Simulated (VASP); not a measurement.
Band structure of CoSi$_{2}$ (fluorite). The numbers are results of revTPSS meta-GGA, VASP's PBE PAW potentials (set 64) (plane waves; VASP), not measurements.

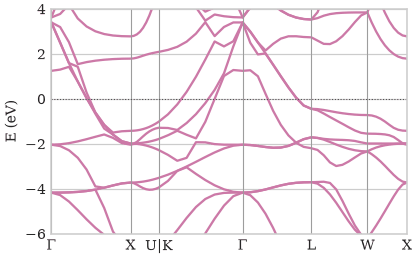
Figure: Bands along high-symmetry lines, zero at the valence-band maximum or, without a gap, the Fermi level

Task: Read the plot: is there a gap, and where are the band edges?

Result: It has no gap at this level: it comes out as a metal or semimetal.

The compound is CoSi2 in the fluorite structure. It was relaxed first. The run is not spin-polarised, so no magnetic state was tried. The electron count is odd and the run is not spin-polarised, which forces a metal.
